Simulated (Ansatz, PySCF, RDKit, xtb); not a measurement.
**C4H3FOS: which of the isomers drawn lies lowest?**

Which of a sample of isomers of C4H3FOS is the most stable in the gas at 298.15 K, and what are its properties? The sample is small against all isomers, and the most stable one of this formula need not be in it.

Plan: many cheap relaxations first (GFN2-xTB), then density-functional screening, relaxation at PBE-D3(BJ)/def2-SVP, vibrations (at GFN2-xTB) and a final energy. The numbers are computed, not measured.

## Step 1: Possible bonding patterns

Isomers were taken from a list of plausible structures; this is a sample, not all of them. That gives 6 candidates.

```csv
label,SMILES,spin
c090,Oc1cc(F)cs1,singlet
c135,Oc1sccc1F,singlet
c221,Oc1ccc(F)s1,singlet
c372,Oc1cscc1F,singlet
c605,Oc1ccsc1F,singlet
c856,Oc1csc(F)c1,singlet
```

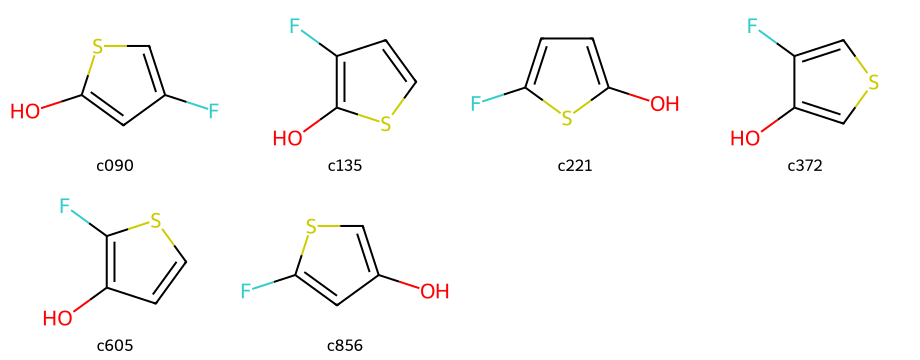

Structural formulas of the candidates.

Candidates are built by distance geometry, with a force field where one applies, in up to four conformers (letters a to d).

## Step 2: Search with GFN2-xTB

All 6 starts are relaxed the same way. One of them, c221a (taken from a list of positional isomers, embedded by distance geometry and MMFF94), in full:

start.xyz

```xyz
10
c221a
C      0.822374     0.855729    -0.744288
C      1.987303     0.139111    -0.731088
C      2.347792    -0.268073     0.588664
C      1.432738     0.170586     1.458048
F      1.510545    -0.114164     2.792984
O      0.241972     1.411076    -1.799102
S      0.204088     1.022561     0.778910
H     -0.559956     1.839051    -1.446754
H      2.573297    -0.082746    -1.626335
H      3.213392    -0.839989     0.848459
```

On the command line:

```console
xtb start.xyz --gfn 2 --opt
```

Output, cut to the lines that bear on the results:

```text
* xtb version 6.7.1
[...]
          :  # basis functions                  37          :
[...]
          :  # electrons                        38          :
[...]
          :  Hamiltonian                  GFN2-xTB          :
[...]
          :  net charge                          0          :
          :  unpaired electrons                  0          :
[...]
   *** convergence criteria satisfied after 12 iterations ***
[...]
   *** GEOMETRY OPTIMIZATION CONVERGED AFTER 7 ITERATIONS ***
[...]
   *** convergence criteria satisfied after 3 iterations ***
[...]
         ::                     SUMMARY                     ::
         :::::::::::::::::::::::::::::::::::::::::::::::::::::
         :: total energy             -22.109195529758 Eh    ::
         :: gradient norm              0.000660506954 Eh/a0 ::
         :: HOMO-LUMO gap              3.672998528390 eV    ::
         ::.................................................::
         :: SCC energy               -22.324699615475 Eh    ::
         :: -> isotropic ES            0.029443171292 Eh    ::
         :: -> anisotropic ES          0.001254179372 Eh    ::
         :: -> anisotropic XC         -0.000218244726 Eh    ::
         :: -> dispersion             -0.007612608180 Eh    ::
         :: repulsion energy           0.215504085717 Eh    ::
         :: add. restraining           0.000000000000 Eh    ::
         :: total charge               0.000000000000 e     ::
         :::::::::::::::::::::::::::::::::::::::::::::::::::::
[...]
        19        2.0000           -0.3871121             -10.5339 (HOMO)
        20                         -0.2521319              -6.8609 (LUMO)
[...]
     #   Z          covCN         q      C6AA      α(0)
     1   6 C        2.863     0.153    24.675     8.142
     2   6 C        3.096    -0.082    29.921     8.965
     3   6 C        3.084    -0.069    29.613     8.921
     4   6 C        2.804     0.167    24.396     8.092
     5   9 F        0.797    -0.202    11.255     3.963
     6   8 O        1.665    -0.366    20.196     6.067
     7  16 S        2.268    -0.061   143.576    20.167
     8   1 H        0.805     0.322     0.658     1.274
     9   1 H        0.926     0.069     2.099     2.266
    10   1 H        0.926     0.068     2.106     2.269
[...]
     #   Z sym  total        # sym  WBO       # sym  WBO       # sym  WBO
 ---------------------------------------------------------------------------
     1   6 C    3.911 --     2 C    1.572     7 S    1.109     6 O    1.098
     2   6 C    3.972 --     1 C    1.572     3 C    1.241     9 H    0.959
     3   6 C    3.981 --     4 C    1.602     2 C    1.241    10 H    0.960
     4   6 C    3.844 --     3 C    1.602     7 S    1.105     5 F    0.982
     5   9 F    1.126 --     4 C    0.982
     6   8 O    2.154 --     1 C    1.098     8 H    0.877
     7  16 S    2.524 --     1 C    1.109     4 C    1.105
     8   1 H    0.896 --     6 O    0.877
     9   1 H    0.995 --     2 C    0.959
    10   1 H    0.995 --     3 C    0.960
 ---------------------------------------------------------------------------
[...]
molecular dipole:
                 x           y           z       tot (Debye)
 q only:       -0.274       0.271      -0.688
   full:       -0.213       0.218      -0.595       1.700
molecular quadrupole (traceless):
[...]
          | TOTAL ENERGY              -22.109195529758 Eh   |
          | GRADIENT NORM               0.000660506954 Eh/α |
          | HOMO-LUMO GAP               3.672998528390 eV   |
           -------------------------------------------------
[...]
```

Wall time 0.054 s (2 threads of Intel Xeon 6975P-C (Granite Rapids), shared host).

## Step 3: What the search left

6 of the 6 relaxations converged. 6 distinct structures remain:

```csv
label,start,SMILES after,spin,energy (kcal/mol)
c090a,drawn,Oc1cc(F)cs1,singlet,0.0
c372a,drawn,Oc1cscc1F,singlet,0.6
c856a,drawn,Oc1csc(F)c1,singlet,2.4
c135a,drawn,Oc1sccc1F,singlet,2.5
c221a,drawn,Oc1ccc(F)s1,singlet,2.8
c605a,drawn,Oc1ccsc1F,singlet,3.5
```

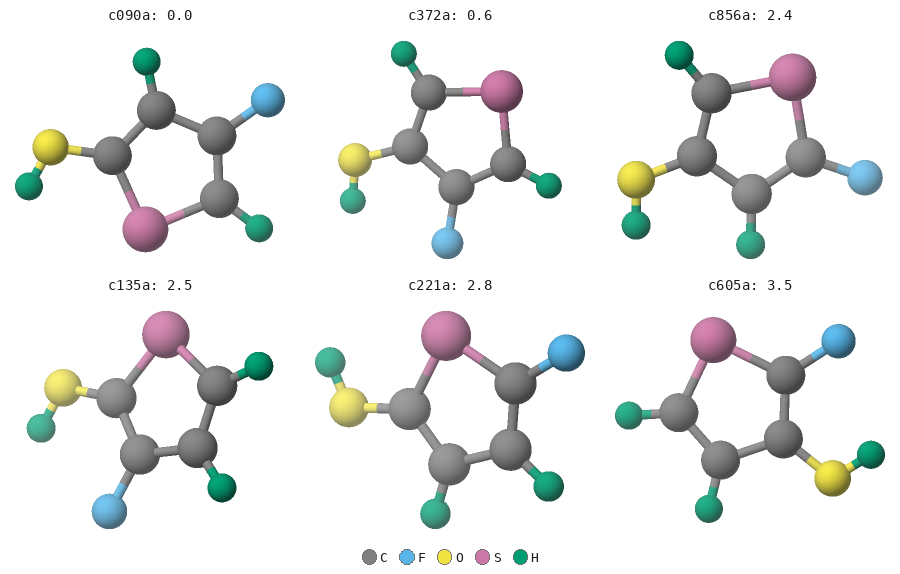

The 6 lowest minima that did not fall apart, with their GFN2-xTB energies in kcal/mol.

## Step 4: Single points on the low minima

A choice of the minima (the low ones first, few conformers of a pattern, up to a cap) and the lowest that fell apart get a single point at r2SCAN-D4/def2-SVP on the tight-binding geometry, and one at HF/STO-3G for comparison. Some singlets are also tried as triplets at the same geometry (label ending in t). The first, c090a:

input.yaml

```yaml
basis:
  gaussian: {orbitals: def2-SVP}
crystal:
  periodic: [false, false, false]
  atoms:
    - {symbol: C, position_ang: [1.201493, 0.967283, -0.839821]}
    - {symbol: C, position_ang: [2.222988, 0.161482, -0.447838]}
    - {symbol: C, position_ang: [1.966147, -0.404509, 0.824290]}
    - {symbol: C, position_ang: [0.787989, -0.046081, 1.389253]}
    - {symbol: F, position_ang: [2.833161, -1.235631, 1.417763]}
    - {symbol: O, position_ang: [1.130196, 1.654584, -1.990867]}
    - {symbol: S, position_ang: [-0.070074, 1.028081, 0.350508]}
    - {symbol: H, position_ang: [0.308405, 2.156272, -2.043915]}
    - {symbol: H, position_ang: [3.108462, -0.023414, -1.023413]}
    - {symbol: H, position_ang: [0.375164, -0.338452, 2.332140]}
scf: {lower_state_search: off}
output: {orbitals: {seedname: orbitals}}
hamiltonian: {xc: r2scan, dispersion: d4}
```

On the command line:

```console
ansatz run input.yaml --threads 2 --pin off --max-ram 5220MiB --events-out events.jsonl --progress --plain --runs-dir runs
```

Output, cut to the lines that bear on the results:

```text
Warning: RAYON_NUM_THREADS=2 ignored (pool sized by the plan → 2); use --threads N
Functional definition: r2SCAN
  name "r2SCAN"
[...]
1302 factors; their error is unknown
[...]
mean field -19779.71321645 eV, -726.8910535336 hartree, gradient 8.5e-6 eV, S^2 0.000000; 0 other end points of the search recorded, 0 dependent functions left out
reference -19779.71322400 eV, -726.8910538108 hartree; 30, 30 occupied and 87, 87 virtual orbitals, 1302 factors
Total energy: -19779.78146590 eV, -726.8935616545 hartree
Checks for a lower state left out: stability, starts, cluster_reference, orbital_swaps, neighbouring_geometries, increment
```

Run time: 1.1 s. Hardware: 2 threads of Intel Xeon 6975P-C (Granite Rapids), shared host; peak memory 0.16 GiB.

Relative energies in kcal/mol, each column from its lowest structure that stays in one piece:

```csv
label,SMILES,spin,GFN2-xTB,HF/STO-3G,r2SCAN-D4/def2-SVP
c372a,Oc1cscc1F,singlet,0.6,1.0,0.0
c090a,Oc1cc(F)cs1,singlet,0.0,1.3,1.8
c135a,Oc1sccc1F,singlet,2.5,1.0,3.6
c856a,Oc1csc(F)c1,singlet,2.4,0.0,3.7
c605a,Oc1ccsc1F,singlet,3.5,1.7,5.1
c221a,Oc1ccc(F)s1,singlet,2.8,1.9,6.8
c372at,Oc1cscc1F,triplet,–,–,84.6
c135at,Oc1sccc1F,triplet,–,–,84.7
c090at,Oc1cc(F)cs1,triplet,–,–,85.2
```

## Step 5: Refinement at PBE-D3(BJ)/def2-SVP

6 candidates are relaxed at PBE-D3(BJ)/def2-SVP (chosen among the lowest in one piece). The first, c372a:

input.yaml

```yaml
crystal:
  periodic: [false, false, false]
  atoms:
    - {symbol: C, position_ang: [1.023399, 0.717952, -0.569514]}
    - {symbol: C, position_ang: [2.313303, 0.968556, -0.925323]}
    - {symbol: C, position_ang: [2.171990, -0.261232, 1.215548]}
    - {symbol: C, position_ang: [0.963714, 0.010011, 0.664588]}
    - {symbol: F, position_ang: [-0.222697, -0.340796, 1.204875]}
    - {symbol: O, position_ang: [-0.060937, 1.089980, -1.288439]}
    - {symbol: S, position_ang: [3.431783, 0.349688, 0.227362]}
    - {symbol: H, position_ang: [-0.858862, 0.799530, -0.826604]}
    - {symbol: H, position_ang: [2.659002, 1.479586, -1.798951]}
    - {symbol: H, position_ang: [2.383178, -0.775963, 2.129819]}
basis:
  gaussian:
    orbitals: def2-SVP
hamiltonian:
  xc: pbe
  dispersion: d3bj
scf:
  lower_state_search: "off"
relax:
  f_tol: 0.006
```

On the command line:

```console
ansatz run input.yaml --threads 2 --pin off --max-ram 5220MiB --events-out events.jsonl --progress --plain --runs-dir runs
```

Output, cut to the lines that bear on the results:

```text
Warning: RAYON_NUM_THREADS=2 ignored (pool sized by the plan → 2); use --threads N
[...]
Functional definition: PBE
  name "PBE"
[...]
1302 factors; their error is unknown
[...]
mean field -19770.69115769 eV, -726.5594989894 hartree, gradient 3.9e-6 eV, S^2 0.000000; 0 other end points of the search recorded, 0 dependent functions left out
[...]
reference -19770.69118472 eV, -726.5594999826 hartree; 30, 30 occupied and 87, 87 virtual orbitals, 1302 factors
relax step   1: F+E_penalty+E_count = -19770.96069026 eV  Δ(F+E_penalty+E_count) = +0.000e0 eV  max|allowed force component| = 9.485e-1 eV/Å  Δτ_max = 0.0000 Å  (21 SCF iters, accepted)
[...]
relax step   5: F+E_penalty+E_count = -19771.03017845 eV  Δ(F+E_penalty+E_count) = -1.139e-4 eV  max|allowed force component| = 2.138e-2 eV/Å  Δτ_max = 0.0096 Å  (22 SCF iters, accepted)
[...]
Atom 1 at     2.328434     0.979567    -0.944444 Å, force     0.000441     0.000085    -0.000031 eV/Å
Atom 2 at     2.176062    -0.269934     1.231473 Å, force     0.000558     0.000111    -0.000172 eV/Å
Atom 3 at     0.955273     0.010734     0.664106 Å, force     0.000249    -0.000714     0.001321 eV/Å
Atom 4 at    -0.249479    -0.324080     1.174246 Å, force     0.000152     0.000280    -0.000641 eV/Å
Atom 5 at    -0.081020     1.088394    -1.285687 Å, force     0.000086    -0.000283     0.000447 eV/Å
Atom 6 at     3.446344     0.349121     0.228431 Å, force    -0.000333    -0.000597     0.000152 eV/Å
Atom 7 at    -0.858926     0.773918    -0.784215 Å, force    -0.001025     0.000008    -0.000204 eV/Å
Atom 8 at     2.684436     1.503016    -1.837908 Å, force    -0.000445     0.000118     0.000232 eV/Å
Atom 9 at     2.383663    -0.798071     2.167928 Å, force    -0.000343     0.000387    -0.000155 eV/Å
Dipole moment:    -0.064079    -0.054553     0.091374 e Å
Checks for a lower state left out: stability, starts, cluster_reference, orbital_swaps, neighbouring_geometries, increment
```

Wall time 5.7 s (2 threads of Intel Xeon 6975P-C (Granite Rapids), shared host); peak memory 0.17 GiB.

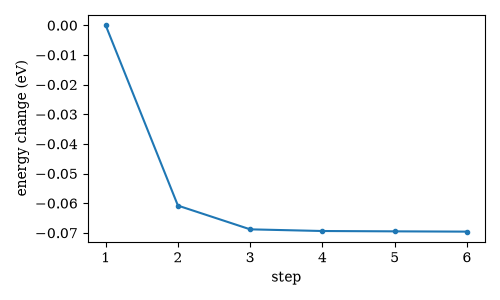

Energy along the run, all evaluated steps.

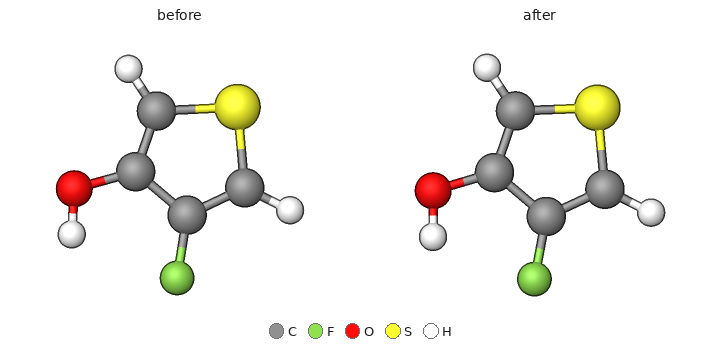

Before and after, at one scale.

After the run. Bond lengths: C1–C2 1.383 Å, C1–C4 1.436 Å, C3–C4 1.375 Å, C4–F5 1.350 Å, C1–O6 1.356 Å, C2–S7 1.739 Å, C3–S7 1.733 Å, O6–H8 0.978 Å, C2–H9 1.095 Å, C3–H10 1.095 Å. Some angles: C1–C2–S7 111.4°, C2–C1–C4 111.2°, C2–C1–O6 125.6°, C4–C1–O6 123.2°, C1–C4–C3 114.8°, C1–C4–F5 119.4°, C3–C4–F5 125.8°, C4–C3–S7 109.8°, C2–S7–C3 92.8°, C1–C2–H9 127.6°.

## Step 6: After refinement

```csv
label,spin,r2SCAN-D4/def2-SVP (kcal/mol),"PBE-D3(BJ)/def2-SVP, relaxed (kcal/mol)",time
c372a,singlet,0.0,0.0,5.7 s
c090a,singlet,1.8,1.9,6.3 s
c135a,singlet,3.6,3.4,5.4 s
c856a,singlet,3.7,3.6,4.5 s
c605a,singlet,5.1,4.8,5.7 s
c221a,singlet,6.8,6.2,21 s
```

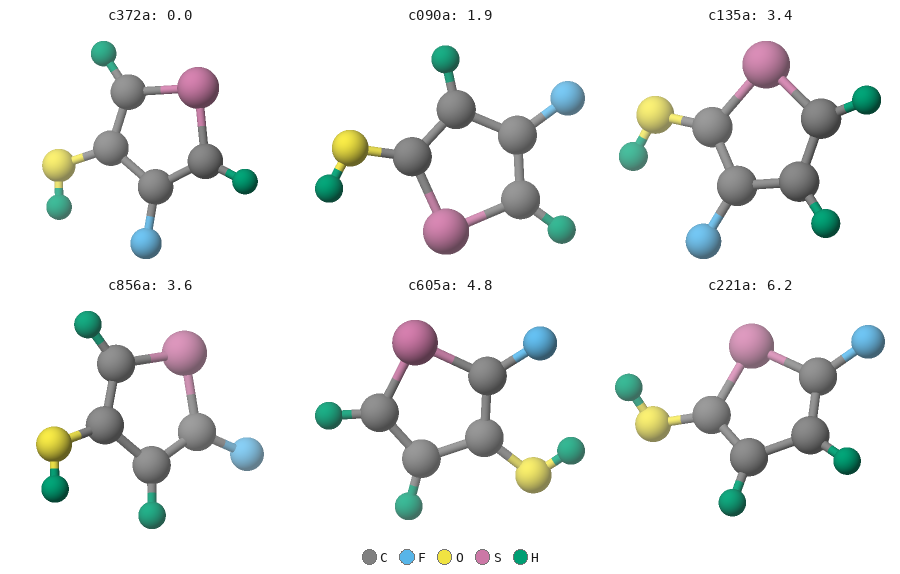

The relaxed structures, with energies at PBE-D3(BJ)/def2-SVP in kcal/mol.

## Step 7: Vibrations and thermal terms

The lowest few go on as finalists. In this search the thermal terms come from GFN2-xTB at its own nearest minimum. The first, c372a:

start.xyz

```xyz
10
c372a
C      1.019086     0.724648    -0.580570
C      2.328434     0.979567    -0.944444
C      2.176062    -0.269934     1.231473
C      0.955273     0.010734     0.664106
F     -0.249479    -0.324080     1.174246
O     -0.081020     1.088394    -1.285687
S      3.446344     0.349121     0.228431
H     -0.858926     0.773918    -0.784215
H      2.684436     1.503016    -1.837908
H      2.383663    -0.798071     2.167928
```

On the command line:

```console
xtb start.xyz --gfn 2 --ohess tight
```

Output, cut to the lines that bear on the results:

```text
* xtb version 6.7.1
[...]
          :  # basis functions                  37          :
[...]
          :  # electrons                        38          :
[...]
          :  Hamiltonian                  GFN2-xTB          :
[...]
          :  net charge                          0          :
          :  unpaired electrons                  0          :
[...]
   *** convergence criteria satisfied after 12 iterations ***
[...]
   *** GEOMETRY OPTIMIZATION CONVERGED AFTER 6 ITERATIONS ***
[...]
   *** convergence criteria satisfied after 3 iterations ***
[...]
         ::                     SUMMARY                     ::
         :::::::::::::::::::::::::::::::::::::::::::::::::::::
         :: total energy             -22.112605699653 Eh    ::
         :: gradient norm              0.000169142301 Eh/a0 ::
         :: HOMO-LUMO gap              3.684471216709 eV    ::
         ::.................................................::
         :: SCC energy               -22.327392908211 Eh    ::
         :: -> isotropic ES            0.029422983535 Eh    ::
         :: -> anisotropic ES          0.000340774683 Eh    ::
         :: -> anisotropic XC         -0.000926303268 Eh    ::
         :: -> dispersion             -0.007686842609 Eh    ::
         :: repulsion energy           0.214787208557 Eh    ::
         :: add. restraining           0.000000000000 Eh    ::
         :: total charge              -0.000000000000 e     ::
         :::::::::::::::::::::::::::::::::::::::::::::::::::::
[...]
        19        2.0000           -0.3948094             -10.7433 (HOMO)
        20                         -0.2594077              -7.0588 (LUMO)
[...]
molecular dipole:
                 x           y           z       tot (Debye)
 q only:        0.363       0.029      -0.027
   full:       -0.037      -0.052       0.089       0.279
molecular quadrupole (traceless):
[...]
          | TOTAL ENERGY              -22.112605699653 Eh   |
          | TOTAL ENTHALPY            -22.044667608839 Eh   |
          | TOTAL FREE ENERGY         -22.082097945401 Eh   |
          | GRADIENT NORM               0.000169178176 Eh/α |
[...]
```

It took 0.17 s on 2 threads of Intel Xeon 6975P-C (Granite Rapids), shared host.

## Step 8: Thermal terms of the finalists

As xtb prints them, at 298.15 K, with its own treatment of low modes:

```csv
label,SMILES,spin,lowest mode (cm⁻¹),zero-point (kcal/mol),G − E (kcal/mol)
c372a,Oc1cscc1F,singlet,220,38.1,19.1
c090a,Oc1cc(F)cs1,singlet,214,38.0,18.9
c135a,Oc1sccc1F,singlet,195,38.0,19.0
c856a,Oc1csc(F)c1,singlet,219,38.1,19.1
c605a,Oc1ccsc1F,singlet,194,38.2,19.2
c221a,Oc1ccc(F)s1,singlet,160,38.0,18.8
```

## Step 9: The final energy

Single points at CCSD(T)/def2-SVP + MP2/def2-TZVPP - MP2/def2-SVP on the refined geometries decide the order.

c372a, CCSD(T)/def2-SVP:

input.yaml

```yaml
crystal:
  periodic: [false, false, false]
  atoms:
    - {symbol: C, position_ang: [1.019086, 0.724648, -0.580570]}
    - {symbol: C, position_ang: [2.328434, 0.979567, -0.944444]}
    - {symbol: C, position_ang: [2.176062, -0.269934, 1.231473]}
    - {symbol: C, position_ang: [0.955273, 0.010734, 0.664106]}
    - {symbol: F, position_ang: [-0.249479, -0.324080, 1.174246]}
    - {symbol: O, position_ang: [-0.081020, 1.088394, -1.285687]}
    - {symbol: S, position_ang: [3.446344, 0.349121, 0.228431]}
    - {symbol: H, position_ang: [-0.858926, 0.773918, -0.784215]}
    - {symbol: H, position_ang: [2.684436, 1.503016, -1.837908]}
    - {symbol: H, position_ang: [2.383663, -0.798071, 2.167928]}
basis:
  gaussian: {orbitals: def2-SVP}
correlation: {method: ccsd_t, frozen_orbitals: {H: 0, C: 1, O: 1, S: 5, F: 1}}
```

On the command line:

```console
ansatz run input.yaml --threads 2 --pin off --max-ram 5220MiB --events-out events.jsonl --progress --plain --runs-dir runs
```

Output, cut to the lines that bear on the results:

```text
Warning: RAYON_NUM_THREADS=2 ignored (pool sized by the plan → 2); use --threads N
Functional definition: HF
  name "HF"
[...]
1161 factors; integrals over basis functions are off by at most 1.1e-3 eV
[...]
mean field -19717.96932551 eV, -724.6220073929 hartree, gradient 2.5e-6 eV, S^2 0.000000; 0 other end points of the search recorded, 0 dependent functions left out; unrestricted orbitals would lower it
11 core orbitals not correlated: weight in the atoms' cores, before any rotation towards them, 1.000 or more for the frozen orbitals, at most 0.000 for the correlated occupied ones
reference -19717.96932551 eV, -724.6220073929 hartree; 19, 19 occupied and 87, 87 virtual orbitals, 1161 factors
second order -27.67766193 eV of doubles, -0.00000000 eV of singles
cycle   1  -27.64587401 eV  change    3.2e-2 eV  update   1.3e-1
[...]
cycle  10  -28.53281331 eV  change   -5.2e-6 eV  update   2.2e-5
perturbative correction -1.06004735 eV, -0.0389560217 hartree
Total energy: -19747.56218618 eV, -725.7095249637 hartree
```

Wall time 10 s (2 threads of Intel Xeon 6975P-C (Granite Rapids), shared host); peak memory 0.7 GiB.

## Step 10: c372a at MP2/def2-TZVPP

input.yaml, as its differences from that of step 9:

```diff
@@ -14,3 +14,8 @@
 basis:
-  gaussian: {orbitals: def2-SVP}
-correlation: {method: ccsd_t, frozen_orbitals: {H: 0, C: 1, O: 1, S: 5, F: 1}}
+  gaussian:
+    orbitals: def2-TZVPP
+magnetization:
+  spin_polarized: false
+correlation:
+  method: mp2
+  frozen_orbitals: {H: 0, C: 1, O: 1, S: 5, F: 1}
```

On the command line:

```console
ansatz run input.yaml --threads 2 --pin off --max-ram 5220MiB --events-out events.jsonl --progress --plain --runs-dir runs
```

Output:

```text
Warning: RAYON_NUM_THREADS=2 ignored (pool sized by the plan → 2); use --threads N
[... 2 set-up lines as earlier in the session ...]
  exchange = exact_x
  correlation = 0
1688 factors; integrals over basis functions are off by at most 1.0e-3 eV
mean field evaluation 1: about -19728.3175 eV, gradient 3.8e1 eV
mean field evaluation 2: about -19728.7872 eV, gradient 3.8e1 eV
mean field evaluation 4: about -19732.3483 eV, gradient 4.9e0 eV
mean field evaluation 8: about -19732.4300 eV, gradient 4.6e-1 eV
mean field evaluation 16: about -19732.4317 eV, gradient 1.3e-6 eV
mean field -19732.43165014 eV, -725.1534880201 hartree, gradient 1.3e-6 eV, S^2 0.000000; 0 other end points of the search recorded, 0 dependent functions left out; unrestricted orbitals would lower it
11 core orbitals not correlated: weight in the atoms' cores, before any rotation towards them, 1.000 or more for the frozen orbitals, at most 0.000 for the correlated occupied ones
reference -19732.43165014 eV, -725.1534880201 hartree; 19, 19 occupied and 240, 240 virtual orbitals, 1688 factors
second order -34.98452554 eV of doubles, -0.00000000 eV of singles
Total energy: -19767.41617568 eV, -726.4391456205 hartree
```

Run time: 6 s. Hardware: 2 threads of Intel Xeon 6975P-C (Granite Rapids), shared host; peak memory 0.77 GiB.

(Part 1 of 2 ends here.)
